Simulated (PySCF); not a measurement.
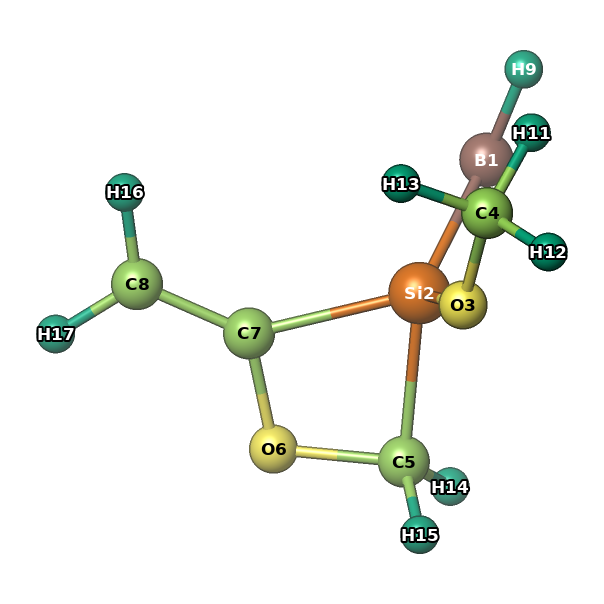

Si2 lies behind O3. The molecule seen a little off the O3–Si2 bond, O3 in front. Depth is shown by fading: the farther an atom, the more it takes the colour of the background. The geometry was computed by an optimisation with GFN2-xTB. No frequency run is at hand to confirm it as a minimum.

### What is the torsion angle C4–O3–Si2–C5? The sign is positive where the front bond must turn clockwise to cover the back bond.

−179°, antiperiplanar (anti).
